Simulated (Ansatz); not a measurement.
# AlF₂H₃O₄Si: basis-set convergence

Aim: see how fast density functionals converge with the basis set for AlF₂H₃O₄Si.

Program: Ansatz 0.2.0, Gaussian basis. Level of theory: one geometry, several basis sets. These are calculated values, not measurements.

Plan: PBE0-D4/def2-SVP; ωB97M-V/def2-SVP; PBE0-D4/def2-QZVPP; ωB97M-V/def2-QZVPP; the functionals' def2-TZVPP values are taken from earlier runs.

## Step 1: Structure used throughout

All runs share one geometry, relaxed beforehand with PBE0-D4 in a triple-zeta def2 set.

11 atoms, charge 0, spin multiplicity 1.

Atoms are counted from 1 here; the program's logs count them from 0.

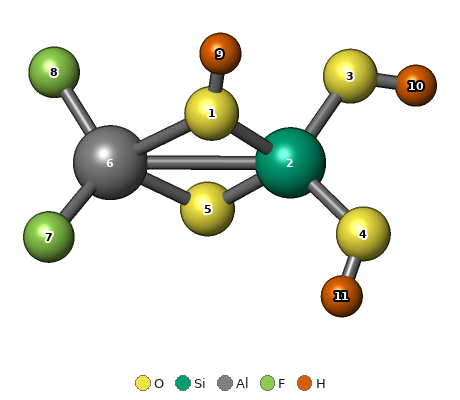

The structure; oxygen yellow, silicon teal, aluminium grey, fluorine green, hydrogen orange; atoms are numbered from 1 in the order of the file.

## Step 2: PBE0-D4 in def2-SVP

The input, in.yaml:

```yaml
crystal:
  periodic: [false, false, false]
  atoms:
    - {symbol: O, position_ang: [-0.484857, -0.586136, 0.836322]}
    - {symbol: Si, position_ang: [0.730405, -0.116090, -0.293672]}
    - {symbol: O, position_ang: [2.020670, 0.267916, 0.598525]}
    - {symbol: O, position_ang: [1.166400, -1.314265, -1.290733]}
    - {symbol: O, position_ang: [-0.213201, 1.021352, -0.899894]}
    - {symbol: Al, position_ang: [-1.594774, 0.861398, 0.180991]}
    - {symbol: F, position_ang: [-2.968857, 0.229139, -0.467607]}
    - {symbol: F, position_ang: [-1.774252, 1.935080, 1.415898]}
    - {symbol: H, position_ang: [-0.302430, -0.901129, 1.724053]}
    - {symbol: H, position_ang: [2.886849, 0.034561, 0.261495]}
    - {symbol: H, position_ang: [0.599447, -1.488728, -2.044679]}
basis:
  gaussian: {orbitals: def2-SVP}
hamiltonian: {xc: pbe0, dispersion: d4}
output: {orbitals: {seedname: orbitals}}
```

The run is started by

```
> ansatz run in.yaml --threads 4 --pin off --events-out ev --progress --plain --max-ram 11315MiB
```

Standard output:

```text
Functional definition: PBE0
  name "PBE0"
  cite "Adamo & Barone, J. Chem. Phys. 110, 6158 (1999) doi:10.1063/1.478522"
  cite "Perdew, Burke & Ernzerhof, Phys. Rev. Lett. 77, 3865 (1996) doi:10.1103/PhysRevLett.77.3865"
  parent pbe
  parameter a = 0.25
  parameter kappa = 0.804
  parameter beta = 0.06672455060314922
  exchange = (1 - a)*pbe_x(kappa = kappa, mu = beta*pi^2/3) + a*exact_x
  correlation = pbe_c(beta = beta)
1244 factors; integrals over basis functions are off by at most 1.1e-3 eV
mean field evaluation 1: about -28106.7580 eV, gradient 9.4e1 eV
mean field evaluation 2: about -28094.3808 eV, gradient 1.3e2 eV
mean field evaluation 4: about -28120.9939 eV, gradient 4.1e0 eV
mean field evaluation 8: about -28121.1908 eV, gradient 3.2e-1 eV
mean field evaluation 16: about -28121.1909 eV, gradient 8.3e-5 eV
mean field -28121.19094165 eV, -1033.4347058778 hartree, gradient 8.3e-5 eV, S^2 0.000000; 0 other end points of the search recorded, 0 dependent functions left out
reference -28121.19097580 eV, -1033.4347071328 hartree; 40, 40 occupied and 95, 95 virtual orbitals, 1244 factors
Total energy: -28121.44099939 eV, -1033.4438953302 hartree
```

Wall time 1 s (4 threads of Intel Xeon 6975P-C, shared host).

## Step 3: ωB97M-V in def2-SVP

Changes to in.yaml since step 2:

```diff
@@ -16,3 +16,3 @@
   gaussian: {orbitals: def2-SVP}
-hamiltonian: {xc: pbe0, dispersion: d4}
+hamiltonian: {xc: {name: wB97M-V}}
 output: {orbitals: {seedname: orbitals}}
```

Launched as before.

Standard output, cut to the lines that bear on the results:

```text
Functional definition: wB97M-V
  name "wB97M-V"
  cite "Mardirossian & Head-Gordon, J. Chem. Phys. 144, 214110 (2016) doi:10.1063/1.4952647"
  cite "Becke, J. Chem. Phys. 107, 8554 (1997) doi:10.1063/1.475007"
  cite "Vydrov & Van Voorhis, J. Chem. Phys. 133, 244103 (2010) doi:10.1063/1.3521275"
  # Of w^i u^j: cxij and so on, Table III.
[...]
  gx(w, u) = 1 - cx + cx01*u + cx10*w
  gss(w, u) = css00 + css04*u^4 + css10*w + css20*w^2 + css43*w^4*u^3
  gos(w, u) = cos00 + cos10*w + (cos20 + cos21*u)*w^2 + (cos60 + cos61*u)*w^6
[...]
      + integral(e_c_pw_mod_opposite_spin*gos(b97_w_opposite, b97_u_opposite)) + vv10(b, c)
1244 factors; integrals over basis functions are off by at most 1.1e-3 eV
325 factors; integrals over basis functions are off by at most 6.1e-6 eV
[...]
mean field -28137.29235178 eV, -1034.0264217862 hartree, gradient 1.1e-5 eV, S^2 0.000000; 0 other end points of the search recorded, 0 dependent functions left out
reference -28137.29240590 eV, -1034.0264237750 hartree; 40, 40 occupied and 95, 95 virtual orbitals, 1244 factors
Total energy: -28137.29240590 eV, -1034.0264237750 hartree
```

Run time: 3.2 s. Hardware: 4 threads of Intel Xeon 6975P-C, shared host.

## Step 4: PBE0-D4 in def2-QZVPP

Changes to in.yaml since step 3:

```diff
@@ -15,4 +15,4 @@
 basis:
-  gaussian: {orbitals: def2-SVP}
-hamiltonian: {xc: {name: wB97M-V}}
+  gaussian: {orbitals: "def2-QZVPP.json"}
+hamiltonian: {xc: pbe0, dispersion: d4}
 output: {orbitals: {seedname: orbitals}}
```

Same command.

Standard output:

```text
Functional definition: PBE0
  name "PBE0"
  cite "Adamo & Barone, J. Chem. Phys. 110, 6158 (1999) doi:10.1063/1.478522"
  cite "Perdew, Burke & Ernzerhof, Phys. Rev. Lett. 77, 3865 (1996) doi:10.1103/PhysRevLett.77.3865"
  parent pbe
  parameter a = 0.25
  parameter kappa = 0.804
  parameter beta = 0.06672455060314922
  exchange = (1 - a)*pbe_x(kappa = kappa, mu = beta*pi^2/3) + a*exact_x
  correlation = pbe_c(beta = beta)
2058 factors; their error is unknown
mean field evaluation 1: about -28128.1570 eV, gradient 1.1e2 eV
mean field evaluation 2: about -28108.1891 eV, gradient 1.6e2 eV
mean field evaluation 4: about -28145.3053 eV, gradient 7.3e0 eV
mean field evaluation 8: about -28145.4023 eV, gradient 3.0e-1 eV
mean field evaluation 16: about -28145.4023 eV, gradient 5.2e-5 eV
mean field -28145.40233551 eV, -1034.3244581910 hartree, gradient 5.2e-5 eV, S^2 0.000000; 0 other end points of the search recorded, 0 dependent functions left out
reference -28145.40237971 eV, -1034.3244598154 hartree; 40, 40 occupied and 532, 532 virtual orbitals, 2058 factors
Total energy: -28145.65240330 eV, -1034.3336480128 hartree
```

Wall time 9 s (4 threads of Intel Xeon 6975P-C, shared host); peak memory 3 GiB.

## Step 5: ωB97M-V in def2-QZVPP

Changes to in.yaml since step 4:

```diff
@@ -16,3 +16,3 @@
   gaussian: {orbitals: "def2-QZVPP.json"}
-hamiltonian: {xc: pbe0, dispersion: d4}
+hamiltonian: {xc: {name: wB97M-V}}
 output: {orbitals: {seedname: orbitals}}
```

The command is unchanged.

Standard output, cut to the lines that bear on the results:

```text
Functional definition: wB97M-V
  name "wB97M-V"
  cite "Mardirossian & Head-Gordon, J. Chem. Phys. 144, 214110 (2016) doi:10.1063/1.4952647"
  cite "Becke, J. Chem. Phys. 107, 8554 (1997) doi:10.1063/1.475007"
  cite "Vydrov & Van Voorhis, J. Chem. Phys. 133, 244103 (2010) doi:10.1063/1.3521275"
  # Of w^i u^j: cxij and so on, Table III.
[...]
  gx(w, u) = 1 - cx + cx01*u + cx10*w
  gss(w, u) = css00 + css04*u^4 + css10*w + css20*w^2 + css43*w^4*u^3
  gos(w, u) = cos00 + cos10*w + (cos20 + cos21*u)*w^2 + (cos60 + cos61*u)*w^6
[...]
      + integral(e_c_pw_mod_opposite_spin*gos(b97_w_opposite, b97_u_opposite)) + vv10(b, c)
1995 factors; their error is unknown
444 factors; integrals over basis functions are off by at most 9.3e-6 eV
[...]
mean field -28161.66112828 eV, -1034.9219578049 hartree, gradient 1.4e-5 eV, S^2 0.000000; 0 other end points of the search recorded, 0 dependent functions left out
reference -28161.66120287 eV, -1034.9219605461 hartree; 40, 40 occupied and 532, 532 virtual orbitals, 1995 factors
Total energy: -28161.66120287 eV, -1034.9219605461 hartree
```

Run time: 18 s. Hardware: 4 threads of Intel Xeon 6975P-C, shared host; peak memory 3.2 GiB.

## Step 6: Functionals by basis

The def2-TZVPP values come from earlier runs at the same geometry.

```csv
functional,basis,functions,energy (eV),from the largest (eV),HOMO (eV),LUMO (eV)
PBE0-D4,def2-SVP,135,-28121.4410,24.211,-9.39,-0.04
PBE0-D4,def2-TZVPP,312,-28144.3287,1.324,-9.59,-0.50
PBE0-D4,def2-QZVPP,572,-28145.6524,0.000,-9.64,-0.82
ωB97M-V,def2-SVP,135,-28137.2924,24.369,-11.80,1.56
ωB97M-V,def2-TZVPP,312,-28160.4283,1.233,-12.03,0.98
ωB97M-V,def2-QZVPP,572,-28161.6612,0.000,-12.10,0.38
```

## Step 7: Summary of results

| quantity | value |
| --- | --- |
| PBE0-D4: double and triple zeta above quadruple | 24.21, 1.32 eV |
| ωB97M-V: double and triple zeta above quadruple | 24.37, 1.23 eV |

**Reading.** PBE0-D4 gains 22.89 eV from double to triple zeta, then 1.32 eV more. Total energies overstate the basis error of differences, where much of it tends to cancel. The LUMO of ωB97M-V is positive and keeps falling with the basis (1.56 to 0.38 eV): an unbound level that the basis holds in place.

For PBE0-D4 the largest set took about 9 times as long as the smallest (9 s against 1 s).
